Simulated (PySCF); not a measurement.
**SnH2IF (SMILES [F][SnH2][I]): levels of theory compared**

We compute a comparison of 6 runs (HF/3-21G, B3LYP/STO-3G, BLYP/3-21G, PBE0/def2-SVP, B3LYP/def2-SVPD, B2PLYP/def2-TZVP) of SnH2IF. The job is set up through a Python script.

The calculation is run with PySCF 2.14.0.

## 1. The molecule

SnH2IF: 5 atoms, total charge 0, spin state singlet. As SMILES, `[F][SnH2][I]`. The shape is that of a PBE0-D4/def2-TZVP optimisation.

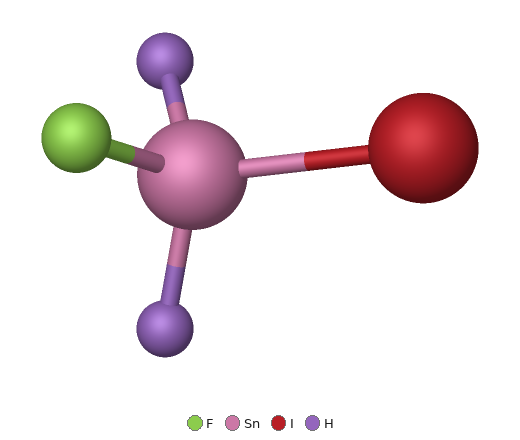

The structure, seen from a chosen angle (fluorine green, tin pink, iodine red, hydrogen purple).

## 2. Energy and forces at HF/3-21G (run 1)

run.py

```python
from pyscf import gto, scf

mol = gto.M(
    atom='''
F   -0.963700   0.032500   1.587200
Sn  -0.104500   0.137500  -0.123900
I    1.905600  -1.598700  -0.028800
H   -1.274300  -0.369700  -1.244300
H    0.486900   1.724800  -0.231400
''',
    basis='3-21g',
    spin=0,
    verbose=4,
    max_memory=1860,
)

mf = scf.RHF(mol)
mf.conv_tol = 1e-10
mf.kernel()
if not mf.converged:
    mf = mf.newton().run(mf.mo_coeff, mf.mo_occ)

e_final = mf.e_tot
print('E(%s) = %.9f' % ('HF', e_final))
grad = mf.nuc_grad_method().kernel()
mf.analyze()
```

Command:

```bash
$ OMP_NUM_THREADS=1 python run.py
```

The log of the run:

```text
PySCF version 2.14.0

[... 73 lines left out ...]
Total Energy =                      -12983.700511631264817
[... 11 lines left out ...]
MO #5   energy= -168.285363098237  occ= 2
[... 9 lines left out ...]
MO #15  energy= -31.6025648774161  occ= 2
[... 9 lines left out ...]
MO #25  energy= -19.1449627383294  occ= 2
[... 9 lines left out ...]
MO #35  energy= -4.00359022481478  occ= 2
[... 9 lines left out ...]
MO #45  energy= -1.48664692021728  occ= 2
[... 9 lines left out ...]
MO #55  energy= -0.431611406140401 occ= 2
[... 9 lines left out ...]
MO #65  energy= 0.437169130990772  occ= 0
[... 9 lines left out ...]
MO #75  energy= 3.65131620552242   occ= 0
[... 83 lines left out ...]
Dipole moment(X, Y, Z, Debye): -0.72260,  1.90665, -2.68610
```

Run time: 10 s. Hardware: 1 thread of Intel Xeon at 2.70GHz, shared host; peak memory 0.15 GiB.

## 3. Energy and forces at B3LYP/STO-3G (run 2)

input.py

```python
# [F][SnH2][I]
from pyscf import gto, dft

molecule = gto.M(
    atom=[
    ('F', (-0.963700, 0.032500, 1.587200)),
    ('Sn', (-0.104500, 0.137500, -0.123900)),
    ('I', (1.905600, -1.598700, -0.028800)),
    ('H', (-1.274300, -0.369700, -1.244300)),
    ('H', (0.486900, 1.724800, -0.231400)),
],
    verbose=3,
    basis='sto-3g',
    max_memory=1860,
)

myscf = dft.RKS(molecule)
myscf.xc = 'b3lyp'
myscf.conv_tol = 1e-10
myscf.grids.level = 5
myscf.kernel()
if not myscf.converged:
    myscf = myscf.newton().run(myscf.mo_coeff, myscf.mo_occ)

e_final = myscf.e_tot
print('E = %.10f Eh' % e_final)
grad = myscf.nuc_grad_method().kernel()
myscf.analyze()
```

Command:

```bash
$ OMP_NUM_THREADS=1 python input.py
```

The log of the run:

```text
converged SCF energy = -12917.8099417654
[... 14 lines left out ...]
MO #5   energy= -164.590998385109  occ= 2
[... 7 lines left out ...]
MO #13  energy= -30.6687894068679  occ= 2
[... 7 lines left out ...]
MO #21  energy= -22.0049094475741  occ= 2
[... 7 lines left out ...]
MO #29  energy= -17.0347503396724  occ= 2
[... 7 lines left out ...]
MO #37  energy= -2.99472864053428  occ= 2
[... 7 lines left out ...]
MO #45  energy= -0.601632610206094 occ= 2
[... 7 lines left out ...]
MO #53  energy= -0.248039221622694 occ= 2
[... 7 lines left out ...]
MO #61  energy= 0.296004629128071  occ= 0
[... 6 lines left out ...]
Dipole moment(X, Y, Z, Debye): -1.59292,  1.79595, -0.94402
```

Run time: 21 s. Hardware: 1 thread of Intel Xeon at 2.70GHz, shared host; peak memory 0.61 GiB.

Runs 3 to 5 aren't shown in full; the table further down has their settings and results.

## 4. A single-point energy at B2PLYP/def2-TZVP (core potential) (run 6)

job.py

```python
from pyscf import gto, dft, mp

molecule = gto.M(
    atom=[
    ('F', (-0.963700, 0.032500, 1.587200)),
    ('Sn', (-0.104500, 0.137500, -0.123900)),
    ('I', (1.905600, -1.598700, -0.028800)),
    ('H', (-1.274300, -0.369700, -1.244300)),
    ('H', (0.486900, 1.724800, -0.231400)),
],
    max_memory=1860,
    basis='def2-tzvp',
    charge=0,
    spin=0,
    verbose=4,
    ecp={'Sn': 'def2-svp', 'I': 'def2-svp'},
)

calc0 = dft.RKS(molecule)
calc0.xc = '0.53*HF + 0.47*B88, 0.73*LYP'
calc0.conv_tol = 1e-10
calc0.grids.level = 5
calc0.kernel()
if not calc0.converged:
    calc0 = calc0.newton().run(calc0.mo_coeff, calc0.mo_occ)

pt = mp.MP2(calc0, frozen=9).run()
e_final = calc0.e_tot + 0.27 * pt.e_corr
print('PT2 part  %.8f' % (0.27 * pt.e_corr))
print(f'total energy: {e_final:.8f} hartree')
calc0.analyze()
```

Command:

```bash
$ OMP_NUM_THREADS=1 python job.py
```

The log of the run:

```text
PySCF version 2.14.0

[... 100 lines left out ...]
DFT Exchange-Correlation Energy =      -50.822097136235357
[... 19 lines left out ...]
MO #18  energy= -1.1965161049457   occ= 2
[... 17 lines left out ...]
MO #36  energy= 0.142108608666426  occ= 0
[... 17 lines left out ...]
MO #54  energy= 0.69161454824913   occ= 0
[... 17 lines left out ...]
MO #72  energy= 1.09329348334298   occ= 0
[... 17 lines left out ...]
MO #90  energy= 1.80304248716146   occ= 0
[... 17 lines left out ...]
MO #108 energy= 3.21789238831164   occ= 0
[... 17 lines left out ...]
MO #126 energy= 7.12813468427779   occ= 0
[... 18 lines left out ...]
WARN: Weak orthogonality for localized orbitals 3.1762154783362442e-09
[... 152 lines left out ...]
Dipole moment(X, Y, Z, Debye):  0.14943,  1.08646, -2.50637
```

It took 39 s on 1 thread of Intel Xeon at 2.70GHz, shared host; peak memory 0.93 GiB.

## 5. The series

| run | level | integration grid | core potential | energy (Eh) | dipole moment (D) | HOMO energy (eV) | LUMO energy (eV) | wall time |
| --- | --- | --- | --- | --- | --- | --- | --- | --- |
| 1 | HF/3-21G | – | – | -12983.700512 | 3.37 | -10.38 | 1.95 | 10 s |
| 2 | B3LYP/STO-3G | 5 | – | -12917.809942 | 2.58 | -4.63 | 3.14 | 21 s |
| 3 | BLYP/3-21G | 5 | – | -12989.362591 | 2.36 | -6.33 | -1.72 | 31 s |
| 4 | PBE0/def2-SVP (core potential) | 5 | def2-svp | -612.932807 | 2.66 | -7.86 | -1.55 | 30 s |
| 5 | B3LYP/def2-SVPD (core potential) | 5 | def2-svp | -613.193987 | 2.65 | -7.70 | -2.11 | 56 s |
| 6 | B2PLYP/def2-TZVP (core potential) | 5 | def2-svp | -612.729454 | 2.74 | -8.85 | -0.52 | 39 s |

## 6. Outcome

```
                                  quantity          value
                       run 6: total energy  -612.72945 Eh
           run 6: dipole moment (SCF part)         2.74 D
  run 6: HOMO energy (SCF part's orbitals)       -8.85 eV
  run 6: LUMO energy (SCF part's orbitals)       -0.52 eV
run 6: HOMO–LUMO gap (SCF part's orbitals)        8.33 eV
```

**Reading.** The dipole moment (its size) runs from 2.36 D (BLYP/3-21G) to 3.37 D (HF/3-21G). The HOMO–LUMO gap runs from 4.61 eV (BLYP/3-21G) to 12.34 eV (HF/3-21G). Exact exchange widens orbital gaps. Totals of different functionals can't be ranked against each other. Some runs of one species differ in core potentials or relativity; totals across that change don't compare. In run 2 the basis is minimal, so the values are rough. In runs 1, 2, 3 relativity is left out where basis or elements ask for it. All runs together took 3.1 min, the longest 56 s.
